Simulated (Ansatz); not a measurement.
```xyz
6

C     1.1817   -0.4561    0.6911
S     0.4791    1.1585    0.1920
Sn   -0.1067   -1.0084   -1.0695
H     0.8528   -0.7905    1.6851
H     2.2719   -0.5171    0.5671
H    -1.5182   -1.4296   -0.0089
```

Geometry: r2SCAN-D4/def2-SVPD; core potentials replace the inner electrons of Sn.

Theory: isolated molecule in a Gaussian basis; Kohn-Sham density functional theory, functional PBE0 in Ansatz.

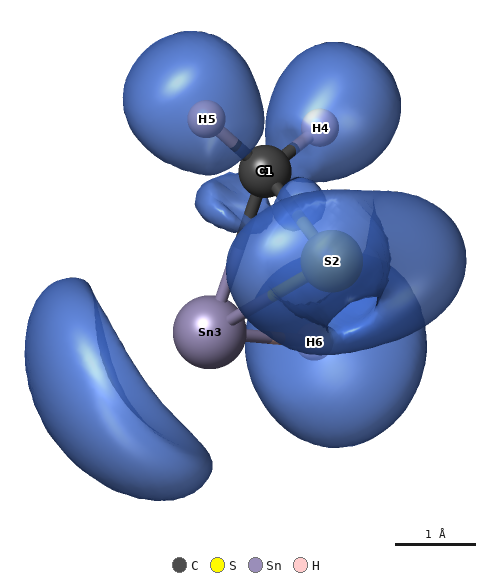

CH$_{3}$SSn (charge −1). Isosurface of the electron localisation function at 0.8 (blue), seen at an oblique angle. Core shells and regions of very low density are left out.

Q: What do the ELF domains correspond to?

A: The ELF exceeds this value in one region between bonded C–S atoms (shared pairs), three regions around hydrogen nuclei, one lobe on Sn, pointing away from the bonds (lone pairs), one region wrapped around C (its valence shell) and one region wrapped around S (its valence shell). Along the contacts the grid gives the following. C–S (1.83 Å): the ELF peaks at about 0.90 between the atoms, as expected for a covalent bond. C–Sn (2.25 Å): the ELF peaks at about 0.90 in the valence shell of C, 0.7 Å from its nucleus, and drops to about 0.15 between the two atoms.
